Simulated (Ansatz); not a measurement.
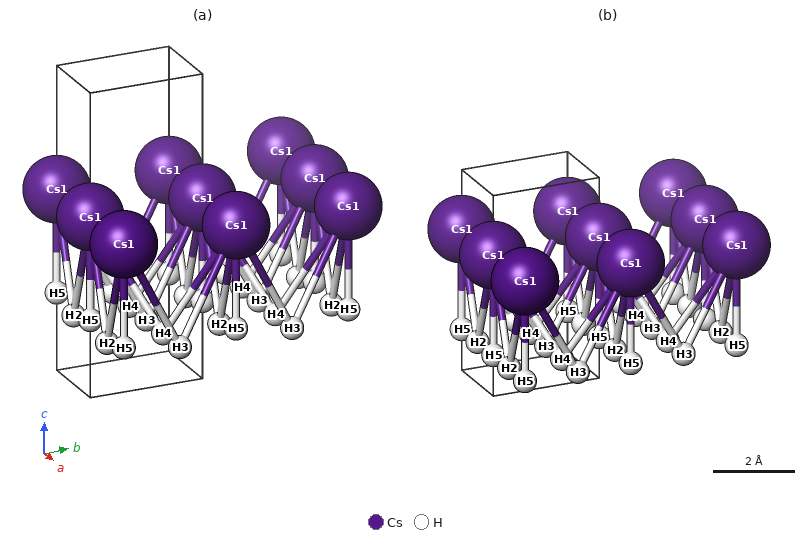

The structure of solid CsH$_{4}$ (a generated structure, set up in P6mm) (coarse preliminary run) before (left) and after (right) a relaxation, at one scale.

Style: ball-and-stick. Shown: the cell of the calculation, repeated 2 × 2 × 1 with one cell outlined, slightly off an axis.

The calculation used DFT PBE, scalar-relativistic, plane waves, PAW (Ansatz 0.2.0).

Input
```yaml
crystal:
  lattice:
    - [3.79935932, 0.0, 0.0]
    - [-1.89967966, 3.29034169, 0.0]
    - [0.0, 0.0, 7.71304806]
  atoms:
    - { symbol: Cs, position: [0.0, 0.0, 0.59398272] }
    - { symbol: H, position: [0.5, 0.0, 0.22521092] }
    - { symbol: H, position: [0.0, 0.5, 0.22521092] }
    - { symbol: H, position: [0.5, 0.5, 0.22521092] }
    - { symbol: H, position: [0.0, 0.0, 0.25480503] }
basis:
  ecutwfc: 420
kpoints:
  mp_grid: { grid: [6, 6, 2] }
hamiltonian:
  xc: pbe
scf:
  occupations: { method: gaussian, width: 0.1 }
  lower_state_search: "off"
output:
  forces: true
  stress: true
  eigenvalues: true
relax:
  adjacent_minimum: "off"
  f_tol: 0.04
  max_steps: 70
  cell: { stress_tol: 0.4 }
```

Launched with:
```bash
ansatz run input.yaml --threads 1 --pin off --max-ram 2048MiB --backend cpu --events-out ev --progress --plain --runs-dir out
```

> Summarise the run.

The energy falls by 234 meV per atom in 11 accepted moves (13 points after the start). The largest force component goes from 0.68 to 0.015 eV/Å. The pressure goes from −3.69 to −0.07 GPa. The line search rejected the trial step at point 11 of the run. At 1 point the geometry stayed and the basis and grid were re-selected for the new cell (energy shift of 1.0 meV per atom at most each time). Cs1 moves most relative to the cell: 0.56 Å along +c. Largest moves by element: Cs 0.56 Å, H 0.26 Å. Cell: a = b 3.799 → 3.581 Å (−5.7 %), c 7.713 → 5.076 Å (−34.2 %). Volume −41.5 %. Near-neighbour distances that change, for instance: Cs1–H5 5.097 → 2.543 Å, Cs1–H2 5.226 → 3.116 Å, Cs1–H2 (another image) 3.420 → 3.097 Å, Cs1–Cs1 3.799 → 3.581 Å. New bonds form: Cs1–H2 (5.23 → 3.12 Å), Cs1–H3 (5.23 → 3.12 Å), Cs1–H4 (5.23 → 3.12 Å), Cs1–H5 (5.10 → 2.54 Å). The space group stays P6mm (No. 183). Cost: 24 s on 1 thread of Intel(R) Xeon(R) Platinum 8488C (Sapphire Rapids), on a shared host, peak memory 0.39 GiB.

Limits of the set-up: the k-point mesh is coarse for a cell with partly filled bands.
